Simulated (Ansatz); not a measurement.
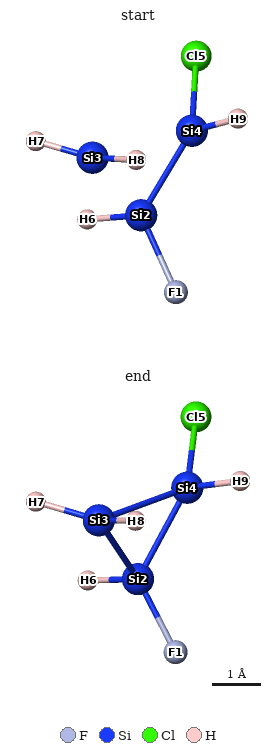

The structure of Si$_{3}$H$_{4}$ClF before (top) and after (bottom) a relaxation, at one scale.

The picture is a ball-and-stick view, seen from a free direction.

Level of theory: RKS B97M-V/def2-TZVP in Ansatz 0.2.0.

The input:
```yaml
crystal:
  periodic: [false, false, false]
  atoms:
    - {symbol: F, position_ang: [-1.339672, -0.430774, 2.392143]}
    - {symbol: Si, position_ang: [-0.484322, 0.457531, 1.101204]}
    - {symbol: Si, position_ang: [1.571706, -0.720192, -0.053347]}
    - {symbol: Si, position_ang: [-0.890233, 0.123174, -0.939161]}
    - {symbol: Cl, position_ang: [-1.258977, 1.690382, -2.256681]}
    - {symbol: H, position_ang: [0.113452, 1.642317, 1.626230]}
    - {symbol: H, position_ang: [2.568291, 0.061534, -0.008650]}
    - {symbol: H, position_ang: [1.267544, -2.121093, -0.434993]}
    - {symbol: H, position_ang: [-1.332121, -0.908359, -1.570912]}
basis:
  gaussian: {orbitals: def2-TZVP}
hamiltonian: {xc: {name: B97M-V}}
relax: {f_tol: 0.001, max_steps: 2}
output: {forces: true}
```

Command:
```bash
ansatz run in.yaml --threads 4 --pin off --events-out ev --progress --plain --max-ram 10444MiB
```

Question: Summarise the run.

Answer: The relaxation stopped without meeting its thresholds, so the last structure isn't shown to be converged. The input was poor on purpose: steps. Si3 moves most after the best rigid fit: 0.19 Å. Largest moves by element: Si 0.19 Å, H 0.07 Å, F 0.04 Å, Cl 0.02 Å. Among the contacts that change: Si2–Si3 2.636 → 2.358 Å, Si3–Si4 2.749 → 2.496 Å, Si3–H7 1.267 → 1.383 Å, Si4–H9 1.288 → 1.384 Å. Among the angles between lasting bonds that change: H7–Si3–H8 138.8° → 124.7°, Si2–Si4–H9 131.9° → 123.3°, Si4–Si2–H6 124.7° → 116.9°. Over 1 geometry step the energy falls by 219.5 kJ/mol. The largest force component goes from 8.8 to 3.4 eV/Å.
